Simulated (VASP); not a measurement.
# Which face does Tc expose?

How do surface energy, work function and relaxation of Tc depend on the face?

Program: VASP 6.6.1. Level of theory: PBEsol; plane waves and PAW (Tc). Results are calculated unless marked as measured.

## Step 1: The starting structure

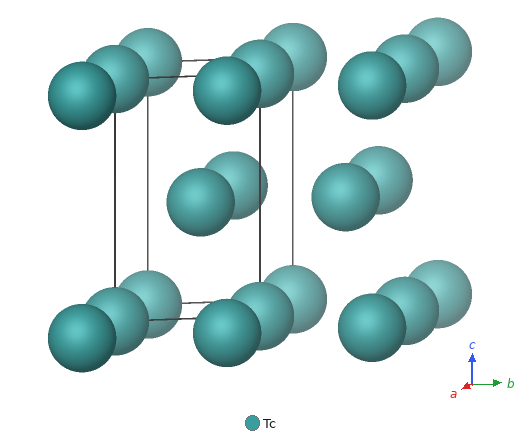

The starting structure, seen slightly off an axis (technetium teal). 2×2×1 cells are drawn. Some periodic images of atoms are drawn too.

## Step 2: The bulk reference, job relaxation, k-mesh 16×16×9

The bulk crystal is relaxed first, so that the slabs are cut at this functional's lattice.

Input file INCAR:

```
SYSTEM = Tc
PREC = Accurate
ENCUT = 420
EDIFF = 1E-06
NELM = 120
ISMEAR = 1
SIGMA = 0.15
LREAL = .FALSE.
ALGO = Normal
GGA = PS
NBANDS = 13
LASPH = .TRUE.
LORBIT = 11
LWAVE = .FALSE.
LCHARG = .FALSE.
KPAR = 4
IBRION = 2
NSW = 30
ISIF = 3
EDIFFG = -0.01
POTIM = 0.4
```

Input file POSCAR:

```
Tc
1.0
    2.7400000000      0.0000000000      0.0000000000
   -1.3700000000      2.3729096064      0.0000000000
    0.0000000000      0.0000000000      4.3949600000
Tc
2
Direct
    0.0000000000      0.0000000000      0.0000000000
    0.3333333333      0.6666666667      0.5000000000
```

Input file KPOINTS:

```
Automatic mesh
0
Gamma
16 16 9
0 0 0
```

Potentials, in the order of the species: Tc (PBE family, release 64).

Command:

```
mpirun -np 4 vasp_std
```

What it wrote:

```text
[banner, memory and clock lines left out]
running    4 mpi-ranks, on    1 nodes
 distrk:  each k-point on    1 cores,    4 groups
 distr:  one band on    1 cores,    1 groups

 POSCAR found type information on POSCAR Tc
 POSCAR found :  1 types and       2 ions
|                                                                             |
|               ----> ADVICE to this user running VASP <----                  |
|                                                                             |
|     You enforced a specific xc type in the INCAR file but a different       |
|     [... a line on the potential file left out ...]
|     I HOPE YOU KNOW WHAT YOU ARE DOING!                                     |
|                                                                             |

 LDA part: xc-table for (Slater+PW92), standard interpolation
 POSCAR, INCAR and KPOINTS ok, starting setup
 FFT: planning ... GRIDC
 FFT: planning ... GRID_SOFT
 FFT: planning ... GRID
 WAVECAR not read
 entering main loop
       N       E                     dE             d eps       ncg     rms          rms(c)
DAV:   1     0.372370456027E+02    0.37237E+02   -0.54022E+03  3900   0.782E+02
DAV:   2    -0.228414390531E+02   -0.60078E+02   -0.54640E+02  4626   0.173E+02
DAV:   3    -0.242071432061E+02   -0.13657E+01   -0.13458E+01  4645   0.267E+01
DAV:   4    -0.242175968494E+02   -0.10454E-01   -0.10453E-01  4765   0.256E+00
DAV:   5    -0.242177794766E+02   -0.18263E-03   -0.18263E-03  4815   0.336E-01    0.244E+01
DAV:   6    -0.228547472668E+02    0.13630E+01   -0.18612E+00  4425   0.113E+01    0.805E+00
DAV:   7    -0.225781809053E+02    0.27657E+00   -0.57689E-01  4840   0.611E+00    0.350E-01
DAV:   8    -0.225635002535E+02    0.14681E-01   -0.72601E-03  4535   0.570E-01    0.141E-01
DAV:   9    -0.225611247296E+02    0.23755E-02   -0.10578E-03  4715   0.201E-01    0.323E-02
DAV:  10    -0.225611456374E+02   -0.20908E-04   -0.85971E-05  4826   0.745E-02    0.288E-02
DAV:  11    -0.225611396571E+02    0.59803E-05   -0.20984E-06  3941   0.130E-02    0.343E-03
DAV:  12    -0.225611384119E+02    0.12452E-05   -0.13529E-07  2795   0.290E-03    0.867E-04
DAV:  13    -0.225611384931E+02   -0.81253E-07   -0.17371E-08  2505   0.101E-03
   1 F= -.22561138E+02 E0= -.22560852E+02  d E =-.225611E+02
 curvature:   0.00 expect dE= 0.000E+00 dE for cont linesearch  0.000E+00
 trial: gam= 0.00000 g(F)=  0.162E-48 g(S)=  0.140E+00 ort = 0.000E+00 (trialstep = 0.100E+01)
 search vector abs. value=  0.140E+00
 bond charge predicted
       N       E                     dE             d eps       ncg     rms          rms(c)
DAV:   1    -0.227853008517E+02   -0.22416E+00   -0.12453E+01  4185   0.326E+01    0.889E+00
DAV:   2    -0.225037371609E+02    0.28156E+00   -0.36125E-01  4380   0.518E+00    0.247E+00
DAV:   3    -0.224599460133E+02    0.43791E-01   -0.10046E-01  4520   0.262E+00    0.455E-01
DAV:   4    -0.224618256832E+02   -0.18797E-02   -0.34340E-03  4555   0.330E-01    0.444E-02
DAV:   5    -0.224623967428E+02   -0.57106E-03   -0.50305E-04  4754   0.145E-01    0.470E-02
DAV:   6    -0.224624928924E+02   -0.96150E-04   -0.11934E-04  4560   0.822E-02    0.204E-02
DAV:   7    -0.224624930143E+02   -0.12194E-06   -0.43431E-06  4708   0.162E-02
   2 F= -.22462493E+02 E0= -.22462035E+02  d E =0.986455E-01
[...]
3 F= -.22583129E+02 E0= -.22582766E+02  d E =-.219904E-01
[...]
4 F= -.22583139E+02 E0= -.22582775E+02  d E =-.220008E-01
[...]
5 F= -.22583132E+02 E0= -.22582767E+02  d E =-.219938E-01
[...]
6 F= -.22583236E+02 E0= -.22582886E+02  d E =-.103771E-03
[...]
7 F= -.22583236E+02 E0= -.22582886E+02  d E =-.103896E-03
[...]
8 F= -.22583210E+02 E0= -.22582863E+02  d E =0.259770E-04
 trial-energy change:    0.000026  1 .order    0.000021   -0.000053    0.000095
 step:   0.2711(harm=  0.3063)  dis= 0.00000  next Energy=   -22.583244 (dE=-0.819E-05)
 bond charge predicted
       N       E                     dE             d eps       ncg     rms          rms(c)
DAV:   1    -0.225832932430E+02   -0.82721E-04   -0.18702E-03  4155   0.395E-01    0.104E-01
DAV:   2    -0.225832483186E+02    0.44924E-04   -0.65822E-05  4260   0.704E-02    0.275E-02
DAV:   3    -0.225832433230E+02    0.49957E-05   -0.14318E-05  4490   0.306E-02    0.429E-03
DAV:   4    -0.225832440191E+02   -0.69610E-06   -0.39563E-07  2065   0.382E-03
   9 F= -.22583244E+02 E0= -.22582895E+02  d E =-.780869E-05
 curvature:  -0.15 expect dE=-0.429E-07 dE for cont linesearch -0.411E-07
 trial: gam=-0.06193 g(F)=  0.470E-47 g(S)=  0.281E-06 ort = 0.407E-05 (trialstep = 0.742E+00)
 search vector abs. value=  0.134E-07
 reached required accuracy - stopping structural energy minimisation
```

Elapsed: 31 s, on 4 MPI ranks of Intel Xeon 6975P-C (Granite Rapids), shared host; peak memory 0.69 GiB.

Lines that name or quote the potential files are left out of all logs, and their timing lines are given in words.

Parts of OUTCAR (step 2):

```text
ion  position               nearest neighbor table
   1  0.000  0.000  0.000-   2 2.71   2 2.71   2 2.71   2 2.71   2 2.71   2 2.71
   2  0.333  0.667  0.500-   1 2.71   1 2.71   1 2.71   1 2.71   1 2.71   1 2.71

  LATTYP: Found a hexagonal cell.
 ALAT       =     2.7400000000
 C/A-ratio  =     1.6040000000

 Subroutine GETGRP returns: Found 24 space group operations
 (whereof 12 operations were pure point group operations)

The static configuration has the point symmetry D_3h.
 The point group associated with its full space group is D_6h.

 Found    150 irreducible k-points:

   k-points           NKPTS =    150   k-points in BZ     NKDIM =    150   number of bands    NBANDS=     13

   dimension x,y,z NGX =    18 NGY =   18 NGZ =   30
   dimension x,y,z NGXF=    36 NGYF=   36 NGZF=   60

   ENCUT  =  420.0 eV  30.87 Ry    5.56 a.u.   4.58  4.58  7.34*2*pi/ulx,y,z

   NELECT =      14.0000    total number of electrons

 k-points in reciprocal lattice and weights: Automatic mesh
   0.00000000  0.00000000  0.00000000       0.000
   0.06250000  0.00000000  0.00000000       0.003
   0.12500000  0.00000000  0.00000000       0.003
   0.18750000  0.00000000  0.00000000       0.003
   0.25000000  0.00000000  0.00000000       0.003
   0.31250000  0.00000000  0.00000000       0.003
   0.37500000  0.00000000  0.00000000       0.003
   0.43750000  0.00000000  0.00000000       0.003
   0.50000000  0.00000000  0.00000000       0.001
[...]
0.37500000  0.25000000  0.44444444       0.005
   0.31250000  0.31250000  0.44444444       0.005

 average (electrostatic) potential at core
       1 -63.9958       2 -63.9958

 E-fermi :  13.5293

 k-point     1 :       0.0000    0.0000    0.0000
  band No.  band energies     occupation
    ...
      5      12.0203      2.00000
      6      12.6700      2.00000
      7      12.6700      2.00000
      8      13.3761      2.05440
      9      13.3761      2.05440
     10      15.2865     -0.00000
     11      16.1880     -0.00000
     12      16.1880     -0.00000
     13      25.0190      0.00000

 k-point     2 :       0.0625    0.0000    0.0000
  band No.  band energies     occupation
    ...
      5      12.3164      2.00000
      6      12.5880      2.00000
      7      12.7923      2.00000
      8      13.1885      2.00604
      9      13.2695      2.03435
     10      14.3937     -0.00000
     11      16.2578     -0.00000
     12      17.2953      0.00000
     13      25.0023      0.00000

 k-point     3 :       0.1250    0.0000    0.0000
  band No.  band energies     occupation
    ...
      5      12.4216      2.00000
      6      12.4584      2.00000
      7      12.7443      2.00000
      8      12.9958      2.00001
      9      13.1513      2.00212
     10      13.6747     -0.04334
     11      16.4258     -0.00000
     12      18.8398      0.00000
     13      24.9254      0.00000

  Total        0.0017681      0.0017681      0.0028872      0.0000000      0.0000000     -0.0000000
  in kB        0.1019376      0.1019376      0.1664592      0.0000000      0.0000000     -0.0000000
  external PRESSURE =       0.1234448 kB  Pullay stress =       0.0000000 kB

  energy-cutoff  :      420.00
  volume of cell :       27.79
      direct lattice vectors                 reciprocal lattice vectors
     2.717825331 -0.000000000  0.000000000     0.367941232  0.212430969  0.000000000
    -1.358912666  2.353705780 -0.000000000     0.000000000  0.424861938  0.000000000
    -0.000000000 -0.000000000  4.344089771    -0.000000000  0.000000000  0.230197821

 POSITION                                       TOTAL-FORCE (eV/Angst)
 -----------------------------------------------------------------------------------
     -0.00000      0.00000     -0.00000        -0.000000      0.000000      0.000000
     -0.00000      1.56914      2.17204         0.000000     -0.000000      0.000000
 -----------------------------------------------------------------------------------
    total drift:                                0.000000     -0.000000     -0.000000

  FREE ENERGIE OF THE ION-ELECTRON SYSTEM (eV)
  ---------------------------------------------------
  free  energy   TOTEN  =       -22.5832440191 eV

  energy  without entropy=      -22.5821981846  energy(sigma->0) =      -22.58289541

 reached required accuracy - stopping structural energy minimisation

 total charge
# of ion       s       p       d       tot
------------------------------------------
    1        0.593   0.749   5.503   6.845
    2        0.593   0.749   5.503   6.845
--------------------------------------------------
tot          1.186   1.498  11.006  13.690

[... 3 further parts left out ...]
```

The PAW data sets were made with PBE, which is usual practice but a small mismatch for other functionals. The data set Tc keeps the semicore shell frozen, which is cheaper and a little less accurate. The run keeps the 24 symmetry operations of its start, so it cannot find a distortion of lower symmetry.

Step by step:

| step | energy less that of the first step (eV) | largest force (eV/Å) | pressure (GPa) | volume (Å³) |
| --- | --- | --- | --- | --- |
| 1 | 0.0000 | 0.0000 | -8.69 | 28.58 |
| 2 | 0.0986 | 0.0000 | 24.07 | 26.09 |
| 3 | -0.0220 | 0.0000 | -0.17 | 27.80 |
| 4 | -0.0220 | 0.0000 | 0.01 | 27.79 |
| 5 | -0.0220 | 0.0000 | 0.20 | 27.77 |
| 6 | -0.0221 | 0.0000 | 0.19 | 27.77 |
| 7 | -0.0221 | 0.0000 | 0.19 | 27.77 |
| 8 | -0.0221 | 0.0000 | -0.34 | 27.82 |
| 9 | -0.0221 | 0.0000 | 0.01 | 27.79 |

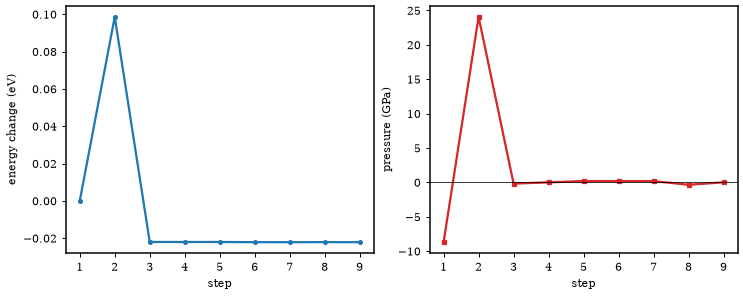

Energy and pressure along the relaxation.

| conventional cell, symmetrised | before | after | change |
| --- | --- | --- | --- |
| a (Å) | 2.740 | 2.718 | -0.8 % |
| b (Å) | 2.740 | 2.718 | -0.8 % |
| c (Å) | 4.395 | 4.344 | -1.2 % |
| volume (Å³/atom) | 14.29 | 13.89 | -2.8 % |

The relaxed structure:

```
Tc
1.0
     2.71783    0.00000    0.00000
    -1.35891    2.35371    0.00000
     0.00000    0.00000    4.34409
Tc
2
Direct
  0.00000 0.00000 0.00000
  0.33333 0.66667 0.50000
```

Numbers from this step:

```yaml
electronic_cycles: 47
electrons: 14
free_energy_toten: -22.58 eV
energy_at_zero_smearing: -22.58 eV
fermi_energy: 13.53 eV
metallic: yes
```

The run ended after 9 ionic steps, 0.022 eV below its first step, once forces and stress met EDIFFG = -0.01.

Energy at zero smearing: -22.58290 eV.

## Step 3: The bulk reference, job self-consistent run, k-mesh 20×20×11

Input file INCAR:

```
SYSTEM = Tc
PREC = Normal
ENCUT = 320
EDIFF = 1E-06
NELM = 120
ISMEAR = 1
SIGMA = 0.15
LREAL = .FALSE.
ALGO = Fast
GGA = PS
NBANDS = 13
LASPH = .TRUE.
LORBIT = 11
LWAVE = .FALSE.
LCHARG = .FALSE.
KPAR = 4
```

Input file POSCAR:

```
Tc
1.0
    2.7178253313      0.0000000000      0.0000000000
   -1.3589126656      2.3537057800      0.0000000000
    0.0000000000      0.0000000000      4.3440897713
Tc
2
Direct
    0.0000000000      0.0000000000      0.0000000000
    0.3333333333      0.6666666667      0.5000000000
```

Input file KPOINTS:

```
Automatic mesh
0
Gamma
20 20 11
0 0 0
```

Command:

```
mpirun -np 4 vasp_std
```

What it wrote:

```text
[banner, memory and clock lines left out]
running    4 mpi-ranks, on    1 nodes
 distrk:  each k-point on    1 cores,    4 groups
 distr:  one band on    1 cores,    1 groups

 POSCAR found type information on POSCAR Tc
 POSCAR found :  1 types and       2 ions
 [... a notice as in an earlier step ...]

 LDA part: xc-table for (Slater+PW92), standard interpolation
 POSCAR, INCAR and KPOINTS ok, starting setup
 FFT: planning ... GRIDC
 FFT: planning ... GRID_SOFT
 FFT: planning ... GRID
 WAVECAR not read
 entering main loop
       N       E                     dE             d eps       ncg     rms          rms(c)
DAV:   1     0.256697252695E+02    0.25670E+02   -0.46167E+03  7064   0.617E+02
DAV:   2    -0.231818622516E+02   -0.48852E+02   -0.44069E+02  8000   0.151E+02
DAV:   3    -0.241790452627E+02   -0.99718E+00   -0.98932E+00  8274   0.224E+01
DAV:   4    -0.241868609178E+02   -0.78157E-02   -0.78151E-02  8404   0.217E+00
DAV:   5    -0.241869975012E+02   -0.13658E-03   -0.13658E-03  8589   0.281E-01    0.254E+01
RMM:   6    -0.228901918697E+02    0.12968E+01   -0.15667E+00  6897   0.973E+00    0.921E+00
RMM:   7    -0.226076530538E+02    0.28254E+00   -0.77952E-01  7064   0.640E+00    0.574E-01
RMM:   8    -0.225959060593E+02    0.11747E-01   -0.32823E-02  7246   0.128E+00    0.263E-01
RMM:   9    -0.225940826863E+02    0.18234E-02   -0.61585E-03  7304   0.460E-01    0.102E-01
RMM:  10    -0.225940940241E+02   -0.11338E-04   -0.86918E-04  7444   0.232E-01    0.273E-02
RMM:  11    -0.225941108800E+02   -0.16856E-04   -0.17364E-04  7593   0.838E-02    0.530E-03
RMM:  12    -0.225941130102E+02   -0.21302E-05   -0.25593E-05  7699   0.364E-02    0.964E-03
RMM:  13    -0.225941137394E+02   -0.72913E-06   -0.51663E-06  6195   0.145E-02
   1 F= -.22594114E+02 E0= -.22594732E+02  d E =0.185551E-02
```

Run time: 6.2 s. Hardware: 4 MPI ranks; peak memory 0.53 GiB; 22 s of CPU time.

OUTCAR, selected parts (step 3):

```text
  LATTYP: Found a hexagonal cell.
 ALAT       =     2.7178253313
 C/A-ratio  =     1.5983697412

 Found    264 irreducible k-points:

   k-points           NKPTS =    264   k-points in BZ     NKDIM =    264   number of bands    NBANDS=     13

   dimension x,y,z NGX =    12 NGY =   12 NGZ =   20
   dimension x,y,z NGXF=    24 NGYF=   24 NGZF=   40

   ENCUT  =  320.0 eV  23.52 Ry    4.85 a.u.   3.96  3.96  6.34*2*pi/ulx,y,z

   NELECT =      14.0000    total number of electrons

 E-fermi :  13.5074

 k-point     1 :       0.0000    0.0000    0.0000
  band No.  band energies     occupation
    ...
      5      12.0213      2.00000
      6      12.6714      2.00000
      7      12.6715      2.00000
      8      13.3769      2.01172
      9      13.3769      2.01171
     10      15.2855     -0.00000
     11      16.1883     -0.00000
     12      16.1883     -0.00000
     13      25.0172      0.00000

 k-point     2 :       0.0500    0.0000    0.0000
  band No.  band energies     occupation
    ...
      5      12.2505      2.00000
      6      12.6168      2.00000
      7      12.7496      2.00000
      8      13.2624      2.04308
      9      13.3078      2.06791
     10      14.6015     -0.00000
     11      16.2343     -0.00000
     12      17.0048      0.00000
     13      25.0073      0.00000

  Total       -0.1302008     -0.1302008     -0.0949249     -0.0000000      0.0000000      0.0000000
  in kB       -7.5067461     -7.5067461     -5.4729086     -0.0000000      0.0000000      0.0000000
  external PRESSURE =      -6.8288003 kB  Pullay stress =       0.0000000 kB

  energy-cutoff  :      320.00
  volume of cell :       27.79
      direct lattice vectors                 reciprocal lattice vectors
     2.717825331  0.000000000  0.000000000     0.367941232  0.212430969  0.000000000
    -1.358912666  2.353705780  0.000000000     0.000000000  0.424861938  0.000000000
     0.000000000  0.000000000  4.344089771     0.000000000  0.000000000  0.230197821

 POSITION                                       TOTAL-FORCE (eV/Angst)
 -----------------------------------------------------------------------------------
      0.00000      0.00000      0.00000         0.000000      0.000000      0.000000
     -0.00000      1.56914      2.17204        -0.000000     -0.000000      0.000000
 -----------------------------------------------------------------------------------
    total drift:                                0.000000     -0.000000     -0.000000

  FREE ENERGIE OF THE ION-ELECTRON SYSTEM (eV)
  ---------------------------------------------------
  free  energy   TOTEN  =       -22.5941137394 eV

  energy  without entropy=      -22.5959692528  energy(sigma->0) =      -22.59473224

 total charge
# of ion       s       p       d       tot
------------------------------------------
    1        0.593   0.750   5.498   6.841
    2        0.593   0.750   5.498   6.841
--------------------------------------------------
tot          1.186   1.501  10.995  13.682

[... 2 parts as in an earlier step ...]

[... 7 further parts left out ...]
```

This step gave:

```yaml
electronic_cycles: 13
free_energy_toten: -22.59 eV
energy_at_zero_smearing: -22.59 eV
fermi_energy: 13.51 eV
```

Energy at zero smearing: -22.59473 eV.

The run ends at a pressure of -0.68 GPa.

(Part 1 of 5 ends here.)

[Lines on the potential files, build, host, timing and source positions are cut from VASP's logs without a mark.]

[Logs are printed without paths, hosts, clocks, repeated set-up lines and the standing remarks that a program may print on its own settings, such as how far it seeks lower states.]

[Hosts, paths, dates, database ids (printed as entryN), source tags and the programs' standing remarks are cut or masked in the printed files.]

[Runs that stopped without an error message from VASP are left out.]
